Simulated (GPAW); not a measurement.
Consider SnO2 (R-3m).

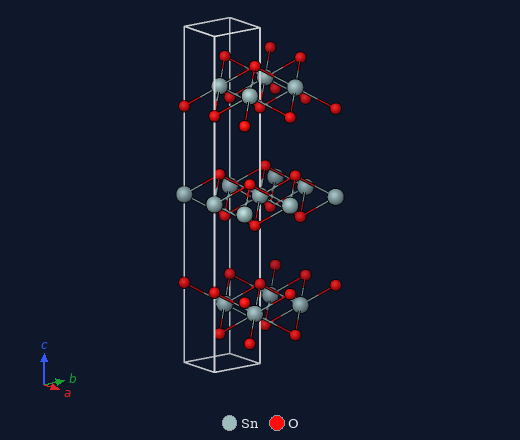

The structure (tin teal, oxygen red). Bonds to atoms that aren't drawn are left out. 2×2×1 conventional cells are drawn. Some periodic images of atoms are drawn too.

```
Sn O
1.0
     1.61709    0.93363    4.80059
    -1.61709    0.93363    4.80059
     0.00000   -1.86726    4.80059
Sn O
1 2
Direct
  0.50000 0.50000 0.50000
  0.76283 0.76283 0.76283
  0.23717 0.23717 0.23717
```

Absorber: atom 2, with 3 Sn at 2.13 Å (pyramidal, site symmetry 3m). Method: GPAW, LDA, full core hole (charged cell), 21-atom cell with 6.9 Å between holes, 3×3×3 k points, dipole transitions, Gaussian full width 0.9 eV up to 4 eV, rising linearly to 3.5 eV at 25 eV.

Question: Where do the maxima of the O K edge fall?

Main maxima up to 24 eV above the zero (height): 2.5 eV (3.36), 7.2 eV (2.42), 9.5 eV (1.87) and 17.1 eV (0.70). A K edge sees empty p states on the absorber. The total-energy difference plus the lowest empty eigenvalue puts the zero at 533.36 eV. One term is added: -8.83 eV, since the hole is spin-paired here and a spin-polarised one costs that much less in the free atom (computed apart). The photon energy is then 524.53 eV. The functional and the charged cell's background leave an error in such absolute values: in the free atom LDA prices this hole 4.1 eV below PBE (computed apart), and PBE is itself good to a few eV.

The O K spectrum (energy from the lowest empty level; intensity scaled to a mean of 1 over the first 20 eV; polarised curves are means over the symmetry-equivalent atoms):

```
E (eV)  isotropic  ε ⊥ c  ε ∥ c
  -2.0       0.00   0.00   0.00
  -0.5       0.00   0.00   0.01
   1.0       0.32   0.19   0.58
   2.5       3.36   4.75   0.60
   4.0       0.71   0.84   0.45
   5.5       0.90   0.75   1.19
   7.0       2.34   2.95   1.13
   8.5       1.68   1.67   1.71
  10.0       1.65   1.14   2.68
  11.5       0.45   0.28   0.78
  13.0       0.19   0.13   0.29
  14.5       0.32   0.23   0.48
  16.0       0.63   0.48   0.91
  17.5       0.70   0.56   0.97
  19.0       0.64   0.63   0.67
  20.5       0.69   0.82   0.45
  22.0       0.89   1.09   0.49
  23.5       1.10   1.31   0.66
  25.0       1.33   1.54   0.92
  26.5       1.40   1.53   1.14
  28.0       1.21   1.19   1.23
  29.5       0.98   0.85   1.24
  31.0       0.86   0.70   1.17
```

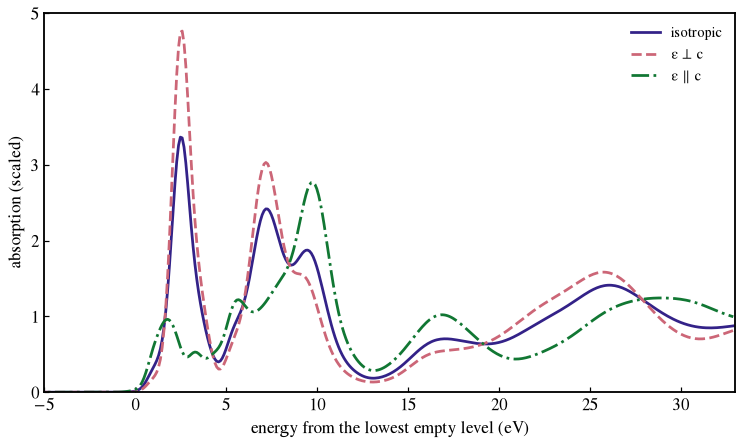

The O K edge.

The mesh is coarse (0.32 Å⁻¹ between points), so small maxima may be mesh ripples. The structure is a computed Materials Project entry and may be a hypothetical form.

[Banner, clock and machine lines of the logs are left out without a mark of their own.]

[Logs are printed without paths, hosts, clocks, repeated set-up lines and the standing remarks that a program may print on its own settings, such as how far it seeks lower states.]

[Hosts, paths, dates, database ids (printed as entryN), source tags and the programs' standing remarks are cut or masked in the printed files.]

[Lists of maxima count a maximum above −3 eV only where it reaches 4 % of the highest in the window and stands out from its surroundings by 2 % of it (1.5 % where it reaches 55 %); shoulders and weaker maxima are passed over, and of the rest the first, up to two pre-edge ones and the few strongest are named.]
